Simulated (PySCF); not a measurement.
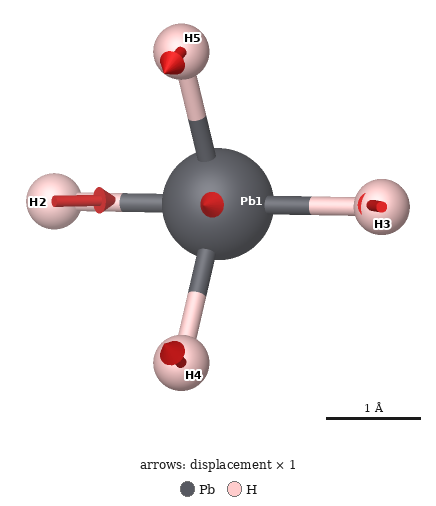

A relaxation of PbH$_{4}$. The starting structure is drawn; red arrows show the displacements, at their true length. The two geometries are superimposed by the best rigid fit.

The picture is a ball-and-stick view, seen at a tilt.

All numbers below come from PySCF 2.14.0, RKS TPSS, Pb def2-SVP with ECP60, H def2-SVP; non-relativistic Hamiltonian with scalar-relativistic core potentials; density fitting. Settings: symmetry kept (C2v).

**Atoms of which element are displaced furthest, and by how much?**

Hydrogen: up to 0.80 Å, against 0.38 Å for lead.

**Describe the change and its energy.**

The largest moves after the best rigid fit, 0.80 Å, are those of H2 and H3. Largest moves by element: H 0.80 Å, Pb 0.38 Å. Among the contacts that change: Pb1–H2 1.920 → 1.771 Å. Bond angles that change, for instance: H2–Pb1–H3 180.0° → 109.4°, H2–Pb1–H4 90.0° → 109.5°, H4–Pb1–H5 120.3° → 109.4°. The energy falls by 46.7 kcal/mol in 7 geometry steps. The largest force component goes from 2.8 to 0.0032 eV/Å. Cost: 7.7 s on 2 threads of Arm Neoverse V1 (shared host), peak memory 0.37 GiB.
